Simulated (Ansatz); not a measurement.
# FH$_{3}$OSi···SiH$_{4}$: what the fields show

Input

```
crystal:
  periodic: [false, false, false]
  atoms:
    - { symbol: Si, position_ang: [-0.340454, -1.446315, 0.173636] }
    - { symbol: Si, position_ang: [0.869816, 1.840532, -0.291865] }
    - { symbol: H, position_ang: [0.204935, -0.683266, -0.958457] }
    - { symbol: H, position_ang: [0.390035, -2.722189, 0.37703] }
    - { symbol: O, position_ang: [-1.938642, -1.673987, -0.158412] }
    - { symbol: H, position_ang: [1.014156, 1.08371, 0.928122] }
    - { symbol: F, position_ang: [-0.192887, -0.617112, 1.585753] }
    - { symbol: H, position_ang: [1.259858, 3.258554, -0.062332] }
    - { symbol: H, position_ang: [-0.543253, 1.803076, -0.754998] }
    - { symbol: H, position_ang: [1.748942, 1.275726, -1.350713] }
    - { symbol: H, position_ang: [-2.472606, -2.118628, 0.512336] }
basis:
  gaussian: { orbitals: "6-31G*" }
hamiltonian:
  xc: b3lyp
  dispersion: d4
relax:
  f_tol: 0.03
  max_steps: 50
output:
  orbitals: {}
```

Command:

```sh
ansatz run input.yaml --threads 2 --pin off --max-ram 3072MiB --backend cpu --events-out ev --progress --plain --runs-dir out
```

The fields are those of the relaxed geometry.

Method: RKS B3LYP-D4/6-31G* (Ansatz 0.2.0).

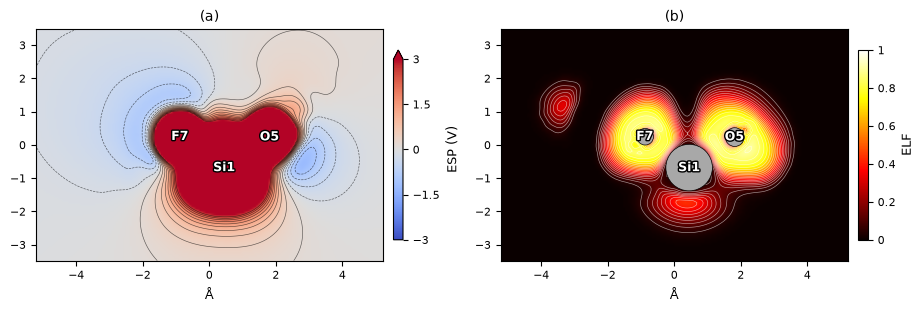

Figure 1. (a) molecular electrostatic potential; (b) electron localisation function on the plane of atoms O5, Si1 and F7. Grey discs cover the atomic cores in the ELF map.

> What do the fields say about this system?

- The section cuts through Si, O and F sites.
- Si–F (1.62 Å): the ELF peaks at about 0.85 in the valence shell of F, 0.6 Å from its nucleus, and is about 0.50 at the midpoint.
- Si–O (1.65 Å): the ELF peaks at about 0.90 between the atoms: a shared but strongly polarised pair.
- The ELF also peaks beside F7 and O5, away from the bonds: lone-pair regions.
- Outside the dense part of the complex the potential is most negative (−1.3 V) near O5.

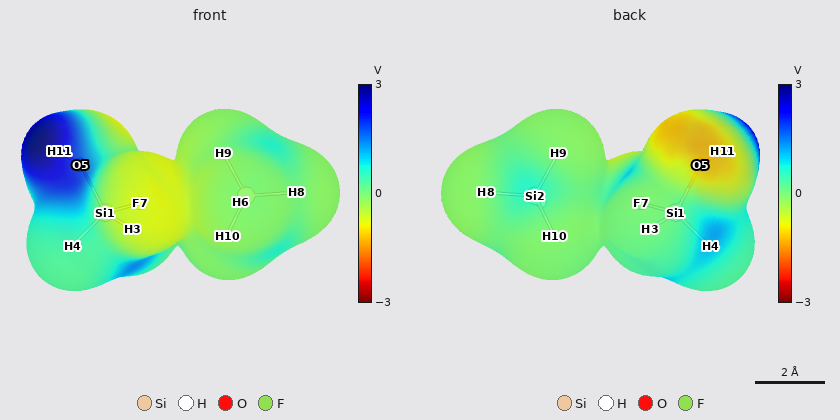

Figure 2. The electrostatic potential painted on the density surface at 0.002 e/bohr³, seen from the front and from behind; the colour scale runs from red (negative) to blue (positive).

> Which sites attract a positive test charge, and which a negative one?

A positive charge is drawn to the negative regions and a negative charge to the positive ones. The most negative region (about −1.3 V) lies over O5, the most positive (about +2.9 V) over H11. O5 is the likeliest acceptor of a hydrogen bond.

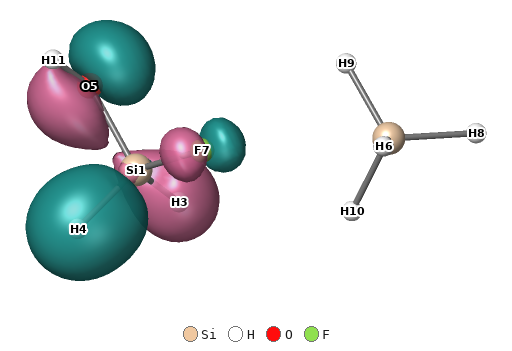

Figure 3. The HOMO at ±0.15 Å⁻³ᐟ² (teal and pink are the two phases), seen across its widest extent.

> Where does this orbital lie, and at what energy?

It lies mainly on O5 (about 35 %), Si1 (about 20 %), H4 (about 20 %), H3 (about 10 %) and F7 (about 5 %). Its energy is −8.95 eV.
